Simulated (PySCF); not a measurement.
Bond stretch in SMILES N (H3N), singlet. The N1–H4 bond (N1 also carries H, H; H4 carries nothing else) is stretched with both fragments frozen at the PBE0/def2-TZVP optimised geometry.

Computed with: RKS-PBE0 = restricted PBE0/cc-pVDZ in PySCF 2.14.0; UKS-CAM-B3LYP = unrestricted CAM-B3LYP/cc-pVDZ (PySCF); UKS-wB97X-V = unrestricted wB97X-V/cc-pVDZ (PySCF).

Magnitude of the dipole moment (D; its direction can reverse along the curve, and a method can change to another solution) and Mulliken charge of the fragment that holds N1:

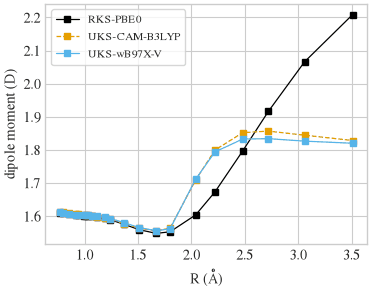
*Dipole moment against bond length.*

```csv
R / Å,μ RKS-PBE0,q RKS-PBE0,μ UKS-CAM-B3LYP,q UKS-CAM-B3LYP,μ UKS-wB97X-V,q UKS-wB97X-V
0.77,1.61,0.02,1.61,0.02,1.61,0.03
0.80,1.61,0.00,1.61,0.01,1.61,0.01
0.85,1.61,-0.02,1.61,-0.02,1.61,-0.01
0.92,1.60,-0.05,1.61,-0.05,1.60,-0.04
0.94,1.60,-0.06,1.60,-0.05,1.60,-0.05
0.99,1.60,-0.08,1.60,-0.07,1.60,-0.06
1.01,1.60,-0.08,1.60,-0.07,1.60,-0.07
1.03,1.60,-0.09,1.60,-0.08,1.60,-0.08
1.07,1.60,-0.10,1.60,-0.09,1.60,-0.09
1.12,1.60,-0.11,1.60,-0.10,1.60,-0.10
1.19,1.59,-0.12,1.59,-0.11,1.60,-0.11
1.24,1.59,-0.12,1.59,-0.11,1.59,-0.11
1.37,1.58,-0.12,1.58,-0.11,1.58,-0.11
1.51,1.56,-0.11,1.56,-0.10,1.57,-0.10
1.67,1.55,-0.09,1.56,-0.08,1.56,-0.08
1.80,1.55,-0.06,1.56,-0.04,1.56,-0.05
2.04,1.60,-0.03,1.71,0.00,1.71,0.00
2.22,1.67,0.00,1.80,0.01,1.79,0.01
2.48,1.80,0.02,1.85,0.01,1.83,0.01
2.72,1.92,0.03,1.86,0.01,1.83,0.01
3.06,2.07,0.04,1.84,0.01,1.83,0.00
3.51,2.21,0.04,1.83,0.00,1.82,0.00
```

The restricted form behind RKS-PBE0 keeps the bonding electrons paired and can't separate into open-shell fragments. The unrestricted determinant behind UKS-CAM-B3LYP, UKS-wB97X-V is spin-contaminated at 1.80 to 3.51 Å (<S²> up to 1.0, against 0.00 for a pure singlet).
